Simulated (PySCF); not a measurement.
# doublet GaBH3ClO+: levels of theory compared

Aim: a comparison of 6 runs (U-revPBE/6-31G*, U-wB97M-V/6-31G*, UB2PLYP/6-31G*, UCAM-B3LYP/6-31G*, UM06-L/6-31G*, USCS-MP2/6-31G*) of doublet GaBH3ClO+. 

Program for the calculation: PySCF 2.14.0.

1 further run of the same task is left out (set aside as unsound or not needed).

### 1 Starting point

The species is GaBH3ClO+ (7 atoms), meant as a doublet with charge +1. As SMILES of the parent species, `O[B](Cl)[GaH2]`. Geometry: relaxed at PBE0-D4/def2-TZVP. This is one conformer, not always the lowest. That shape belongs to the parent species and isn't relaxed for this state.

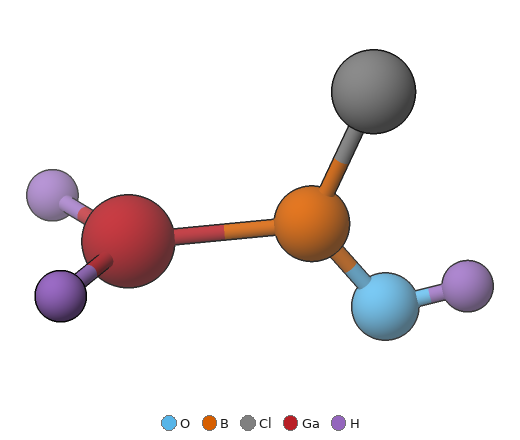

Viewed from a chosen angle; oxygen blue, boron orange, chlorine grey, gallium red, hydrogen purple.

### 2 A single-point energy at U-revPBE/6-31G(d) (spherical functions) (run 1)

The input, job.py:

```python
from pyscf import gto, dft

mol = gto.Mole()
mol.atom = [
    ('O', (-0.845500, -1.229100, 0.927100)),
    ('B', (-0.031900, -0.664900, 0.017900)),
    ('Cl', (0.899000, -1.736200, -1.070500)),
    ('Ga', (0.202400, 1.406200, -0.190800)),
    ('H', (-0.850900, -2.194300, 0.905900)),
    ('H', (-0.691300, 2.232500, -1.186100)),
    ('H', (1.318000, 2.185900, 0.596500)),
]
mol.spin = 1
mol.max_memory = 1860
mol.basis = '6-31g*'
mol.verbose = 4
mol.charge = 1
mol.build()

calc0 = dft.UKS(mol, xc='revpbe')
calc0.grids.level = 5
calc0.conv_tol = 1e-10
calc0.kernel()
if not calc0.converged:
    calc0 = calc0.newton().run(calc0.mo_coeff, calc0.mo_occ)

etot = calc0.e_tot
print('Final energy', etot)
```

Launch:

```sh
$ OMP_NUM_THREADS=1 python job.py
```

The program printed:

```text
PySCF version 2.14.0

[... 58 lines left out ...]
WARN: HOMO -0.280700788828298 >= LUMO -0.280700788828299
[... 62 lines left out ...]
converged SCF energy = -2486.0872348681  <S^2> = 0.75253244  2S+1 = 2.0025308
Final energy -2486.0872348681023
```

It took 39 s on 1 thread of Arm Neoverse V2, shared host; peak memory 0.46 GiB.

### 3 The energy at U-wB97M-V/6-31G(d) (spherical functions) (run 2)

The input, input.py:

```python
from pyscf import gto, dft

mol = gto.M(
    atom='''
O   -0.845500  -1.229100   0.927100
B   -0.031900  -0.664900   0.017900
Cl   0.899000  -1.736200  -1.070500
Ga   0.202400   1.406200  -0.190800
H   -0.850900  -2.194300   0.905900
H   -0.691300   2.232500  -1.186100
H    1.318000   2.185900   0.596500
''',
    charge=1,
    max_memory=1860,
    verbose=3,
    basis='6-31g*',
    spin=1,
)

mf = dft.UKS(mol, xc='wb97m-v')
mf.conv_tol = 1e-10
mf.nlcgrids.level = 1
mf.grids.level = 5
mf.kernel()
if not mf.converged:
    mf = mf.newton().run(mf.mo_coeff, mf.mo_occ)

e_tot = mf.e_tot
print('E(%s) = %.9f' % ('WB97M-V', e_tot))
```

Launch:

```sh
$ OMP_NUM_THREADS=1 python input.py
```

The program printed:

```text
WARN: HOMO -0.275941461369533 >= LUMO -0.275941461369536

converged SCF energy = -2486.16544029898  <S^2> = 0.75462288  2S+1 = 2.0046175
E(WB97M-V) = -2486.165440299
```

It took 2.6 min on 1 thread of Arm Neoverse V2, shared host; peak memory 0.5 GiB.

Runs 3 to 5 aren't shown in full; the table further down has their settings and results.

### 4 A single-point energy at USCS-MP2/6-31G(d) (spherical functions) (run 6)

The input, run.py:

```python
from pyscf import gto, mp

molecule = gto.M(
    atom='''
O   -0.845500  -1.229100   0.927100
B   -0.031900  -0.664900   0.017900
Cl   0.899000  -1.736200  -1.070500
Ga   0.202400   1.406200  -0.190800
H   -0.850900  -2.194300   0.905900
H   -0.691300   2.232500  -1.186100
H    1.318000   2.185900   0.596500
''',
    spin=1,
    charge=1,
    basis='6-31g*',
    verbose=3,
    max_memory=1860,
)

mf = molecule.UHF()
mf.conv_tol = 1e-10
mf.kernel()
if not mf.converged:
    mf = mf.newton().run(mf.mo_coeff, mf.mo_occ)

pt = mp.MP2(mf, frozen=16).run()
e_tot = mf.e_tot + 1.2 * pt.e_corr_os + pt.e_corr_ss / 3
print('E = %.10f Eh' % e_tot)
```

Launch:

```sh
$ OMP_NUM_THREADS=1 python run.py
```

The program printed:

```text
converged SCF energy = -2483.45637613242  <S^2> = 0.76874295  2S+1 = 2.0186559
E(UMP2) = -2484.06214124857  E_corr = -0.60576511615006
E(SCS-UMP2) = -2484.03143638415  E_corr = -0.575060251729407
E = -2484.0314363842 Eh
```

Run time: 3.3 s. Hardware: 1 thread of Arm Neoverse V2, shared host; peak memory 0.2 GiB.

### 5 Overview of the runs

| run | level | nlc grid | frozen core orbitals | energy (Eh) | HOMO energy (eV) | LUMO energy (eV) | ⟨S²⟩ | wall time |
| --- | --- | --- | --- | --- | --- | --- | --- | --- |
| 1 | U-revPBE/6-31G* (spherical functions) | – | – | -2486.087235 | -12.99 | -12.40 | 0.753 | 39 s |
| 2 | U-wB97M-V/6-31G* (spherical functions) | 1 | – | -2486.165440 | -16.35 | -10.14 | 0.755 | 2.6 min |
| 3 | UB2PLYP/6-31G* (spherical functions) | – | 16 | -2485.718802 | -15.18 | -10.69 | 0.761 | 41 s |
| 4 | UCAM-B3LYP/6-31G* (spherical functions) | – | – | -2486.413922 | -15.51 | -10.89 | 0.757 | 63 s |
| 5 | UM06-L/6-31G* (spherical functions) | – | – | -2486.267639 | -13.29 | -12.45 | 0.754 | 80 s |
| 6 | USCS-MP2/6-31G* (spherical functions) | – | 16 | -2484.031436 | -16.96 | -8.34 | 0.769 | 3.3 s |

### 6 What came out

| quantity | value |
| --- | --- |
| run 6: total energy | -2484.03144 Eh |
| run 6: HOMO energy (Hartree–Fock orbitals) (highest over α and β) | -16.96 eV |
| run 6: LUMO energy (Hartree–Fock orbitals) (lowest over α and β) | -8.34 eV |
| run 6: correlation energy (16 core orbitals frozen) | -575.1 mEh |
| run 6: ⟨S²⟩ of the reference determinant | 0.769 |

What this shows: Totals of different functionals can't be ranked against each other. All runs together took 6.4 min, the longest 2.6 min.
